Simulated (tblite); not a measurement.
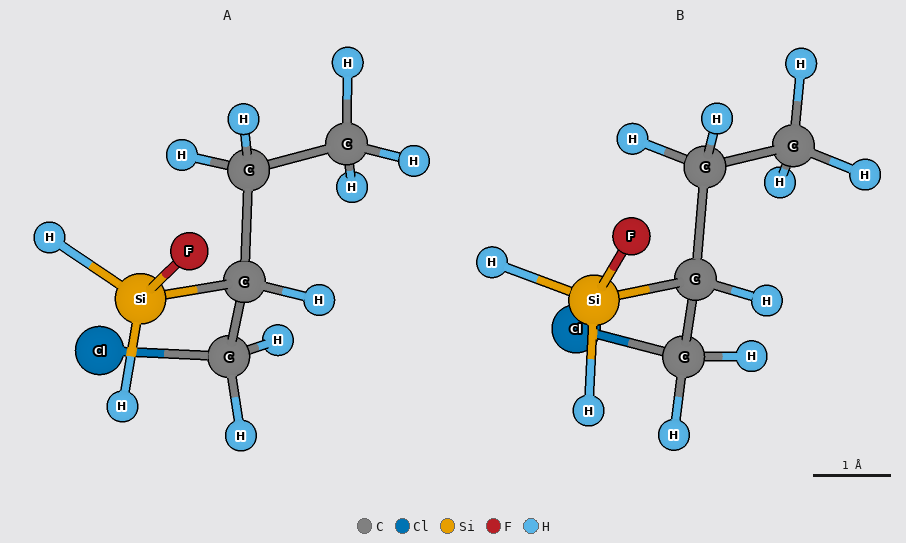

Two geometries of C₄H₁₀ClFSi, drawn at one scale. One is the start of a relaxation, the other its converged end. Style: ball-and-stick. Shown from a free direction.

Level of theory: GFN2-xTB geometry optimisation, gas phase in tblite 0.8.0. 

Which geometry has the lower energy?

Structure A is the relaxed one. Over 94 geometry steps the energy falls by 3.27 kcal/mol. The atom that moves furthest after the best rigid fit is the Cl atom (0.62 Å). Largest moves by element: Cl 0.62 Å, H 0.41 Å, F 0.24 Å, C 0.13 Å, Si 0.08 Å. Near-neighbour distances that change, for instance: Cl–Si 3.629 → 3.185 Å, H–Si 1.485 → 1.451 Å, C–C 1.545 → 1.519 Å, C–H 1.109 → 1.092 Å. Among the angles between lasting bonds that change: Si–C–H 103.0° → 108.7°, H–Si–H 110.5° → 115.8°, F–Si–H 109.6° → 105.0°. Cost: 1.1 s on 1 thread of Arm Neoverse N1, on a shared host.
